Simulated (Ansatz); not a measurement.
BH3P2

```yaml
atoms:
  - { symbol: B, position_ang: [-1.1817, 0.2471, -0.9053] }
  - { symbol: P, position_ang: [0.2708, -0.5541, 0.0208] }
  - { symbol: P, position_ang: [-0.9600, 1.2682, 0.6814] }
  - { symbol: H, position_ang: [-1.8483, 0.1598, -1.9068] }
  - { symbol: H, position_ang: [1.2232, 0.2685, -0.6901] }
  - { symbol: H, position_ang: [-1.9159, 0.4448, 1.3864] }
```

Geometry: PBE-D3(BJ)/def2-SVP.

These are results of Ansatz, isolated molecule in a Gaussian basis; Kohn-Sham density functional theory, functional PBE0, not measurements.

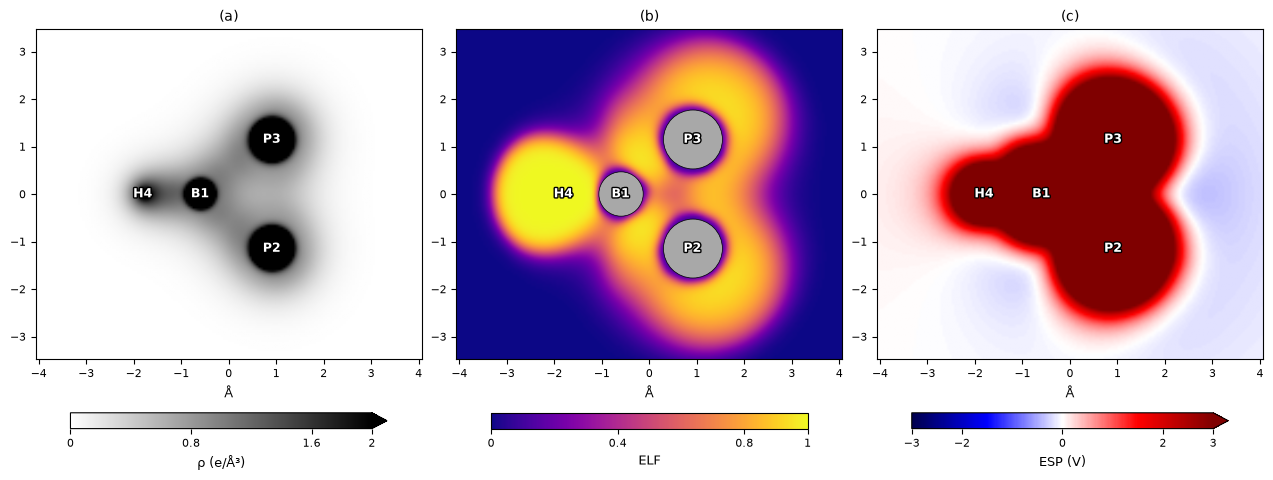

Figure 1. (a) electron density; (b) ELF; (c) electrostatic potential on the plane of atoms B1, P3 and P2. Grey discs cover the atomic cores in the ELF map.

Read the bonding off the picture.

Answer. The plane passes through B, P and H nuclei.
B–P (1.90 Å): the density is about 0.95 e/Å³ at the midpoint; the ELF peaks at about 0.90 between the atoms: a shared electron pair.
P–P (2.30 Å): ρ at the midpoint is about 0.64 e/Å³; the ELF peaks at about 0.75 between the atoms: a shared electron pair.
B–H (1.21 Å): ρ is about 1.3 e/Å³ halfway; the ELF climbs to about 1 towards the hydrogen, as it does in any bond to H (an ordinary covalent bond to hydrogen).
The ELF also peaks beside P2 and P3, away from the bonds: lone-pair regions.
Outside the dense part of the molecule the potential is most negative (−0.4 V) near P2 and P3.

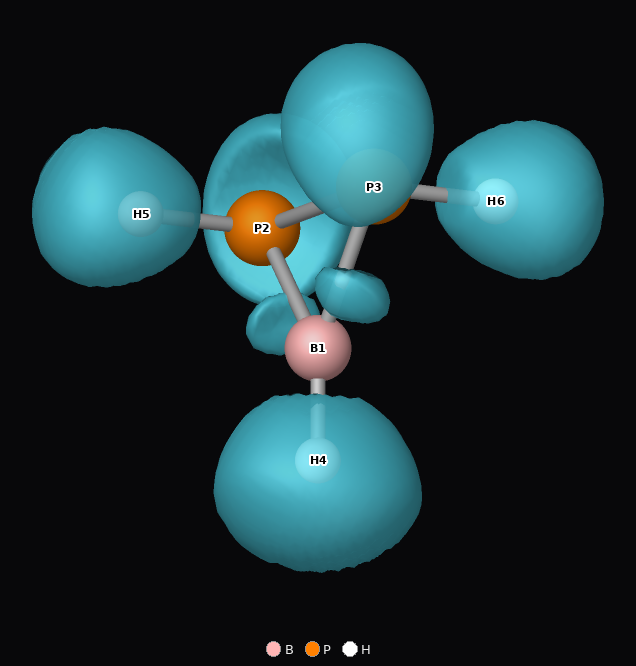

Figure 2. Isosurface of the electron localisation function at 0.9 (cyan), seen at a tilt. Only the valence region is drawn (cores and ρ < 0.01 e/Å³ removed).

What do the ELF domains correspond to?

Answer. The ELF exceeds this value in two regions between bonded B–P atoms (shared pairs), three regions around hydrogen nuclei and two lobes on P, pointing away from the bonds (lone pairs).

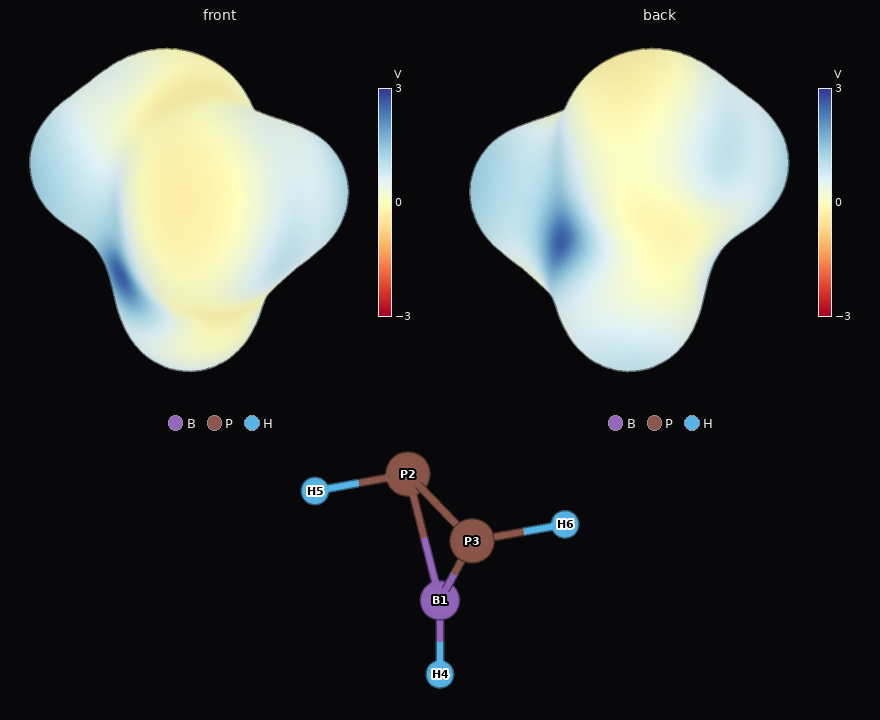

Figure 3. The electrostatic potential painted on the density surface at 0.004 e/bohr³, seen from the front and from behind; red is negative and blue positive. The bare structure is drawn below in the same view.

Describe the electrostatic potential map.

Answer. The most negative region (about −0.3 V) lies over P2 and P3, the most positive (about +2.5 V) over B1.

What dipole moment does the calculation give?

Answer. Its dipole moment is 0.62 D.
